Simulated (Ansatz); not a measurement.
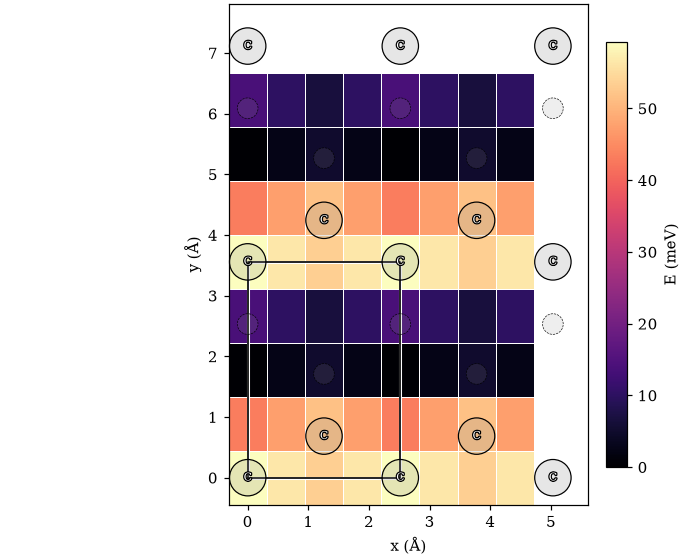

Energy landscape of CO on a C(110) slab cut from the Fd-3m phase, its upper half relaxed before the scan (20 atoms of substrate and one adsorbate in a 2 × 1 cell). 
- CO (O end down) is moved over the surface cell at a fixed height above a rigid substrate; the origin of the map has the adsorbate above C17; the height is held at 2.90 Å.
- Places are given modulo a cell vector. The map is drawn in real space over the plane of the surface.
- The scan uses a 4 × 4 grid; 12 points were computed and 4 follow by symmetry.
- Places are given in fractions of the 1 × 1 surface cell.
- All energies are given in meV relative to the lowest grid point.
- At a fixed height the lowest place need not be the adsorption site.
- Level of theory: DFT PBE+D3(BJ), scalar-relativistic, plane waves, PAW in Ansatz. Settings: cutoff 420 eV, k-mesh 5×8×1, gaussian smearing 0.05 eV, no spin polarisation.

Drawn: one coloured cell a grid point, labelled circles for the atoms of the top layer and small ones for the second layer, the outline of one cell of the 2 × 2 shown. 

**Summarise what can be read from the map.**

The lowest grid point is at (0/4, 2/4) of the cell vectors. The highest grid point, the top site over a surface C atom, (0/4, 0/4) of the cell vectors, lies 59.3 meV above the lowest.

The values on the grid:

| second ↓, first → | 0/4 | 1/4 | 2/4 | 3/4 |
| --- | --- | --- | --- | --- |
| 3/4 | 13.8 | 10.2 | 6.6 | 10.2 |
| 2/4 | 0.0 | 2.4 | 4.9 | 2.4 |
| 1/4 | 43.3 | 47.5 | 51.7 | 47.5 |
| 0/4 | 59.3 | 56.4 | 53.4 | 56.4 |

Each point was launched as `ansatz run input.yaml --threads 2 --pin off --max-ram 6144MiB --backend cpu --events-out ev --progress --plain --runs-dir out`. The whole map (12 points run) took 13 min on 2 threads of Arm Neoverse N1, with other jobs on the host.

PAW datasets: the set soft_1.
